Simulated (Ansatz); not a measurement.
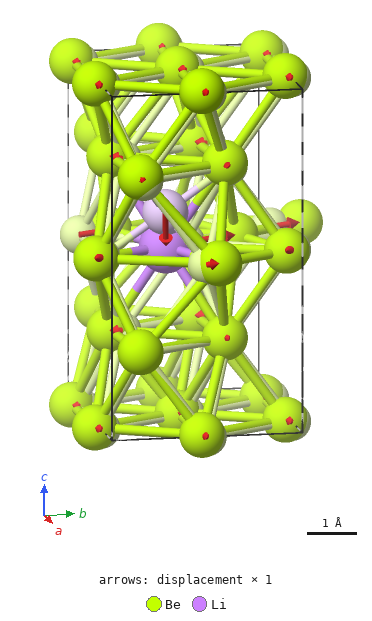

This is a relaxation of a defect cell of composition LiBe$_{16}$. The starting structure is drawn faded, the final one solid; red arrows show the displacements, at their true length.

The picture is a ball-and-stick view of the cell of the calculation (origin shifted), seen slightly off an axis.

It is an interstitial Li in hcp Be. The run prepares an end point of a later path (interstitial hop) calculation, from a guessed geometry.

These are results of Ansatz 0.2.0, DFT PBE, scalar-relativistic, plane waves, PAW, not measurements. Settings: plane-wave cutoff 420 eV; k-point mesh 5 × 5 × 3; occupations gaussian; smearing width 0.1 eV; no spin polarisation; atoms relaxed in a fixed cell; force threshold 0.03 eV/Å; at most 60 steps.

What happened in the run?

The atom that moves furthest is a Be atom (1.13 Å roughly along [−1 3 0]). By element the largest moves are Be 1.13 Å, Li 0.97 Å. The cell doesn't change. Near-neighbour distances that change, for instance: Be–Be 2.290 → 3.696 Å, Be–Be 2.229 → 3.262 Å, Be–Li 1.670 → 2.627 Å, Be–Be 3.196 → 2.242 Å. New bonds form: Be–Li (2.75 → 2.00 Å), Be–Li (2.96 → 2.18 Å), Be–Li (2.97 → 2.22 Å). Bonds break: Be–Li (1.67 → 2.63 Å). Bond angles that change, for instance: Be–Li–Be 93.7° → 178.8°, Be–Li–Be 174.6° → 107.6°, Be–Li–Be 174.8° → 114.8°. After 13 geometry steps the energy has fallen by 4.639 eV per cell of the calculation. Largest force component: 4.1 eV/Å at the start, 0.02 eV/Å at the end. The run took roughly 4 core-minutes on a shared host.

Limits of the set-up: the periodic images lie only 4.0 Å apart, so the values are limited by the cell's size.
